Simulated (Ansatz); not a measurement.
Electronic density of states of amorphous In10Ga10Zn10O40, density 6.04 g/cm³, on a 2×2×2 Γ-centred mesh with a Gaussian width of 0.1 eV; energies count from the Fermi level, whose place inside the gap is arbitrary. Cell and mesh are small, so fine structure isn't converged. Calculation: PBE, scalar-relativistic without spin-orbit coupling (plane waves to 420 eV, PAW; Ansatz, a program for electronic structure). Sampling: a 2×2×2 Γ-centred mesh; Fermi-Dirac width 0.02 eV; no spin polarisation. At PBE the levels at the filled edge of the gap are localised (band-tail or defect states).

A CHGNet melt-quench gave the starting glass, which DFT then relaxed. O atoms were pushed apart under 1.9 Å during the dynamics, to hinder bonds among them. The hot cell started wider than the set density and was brought back towards it in steps. It is the lowest in DFT energy of 2 quenches. It is a model cell: composition and starting density were chosen by hand, and all elements were melted together. No dispersion term was used. Its density started from a set value of 6.09 and ended at 6.04 g/cm³. The simulated quench (nominally 84 K/ps over its main leg) is rapid and tends to freeze in more defects than a deposited or slowly cooled glass has. A cell of this size samples the disorder only roughly. The volume was free in the relaxation, at fixed shape. Stress components on the final sampling reach 1.4 GPa.

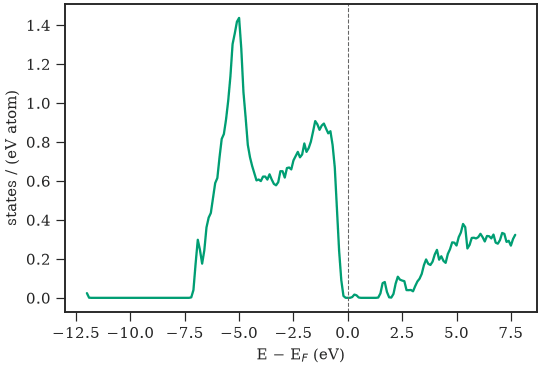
Figure: Density of states per atom

The level gap on this mesh is 0.70 eV; the broadening fills part of it in the curve.
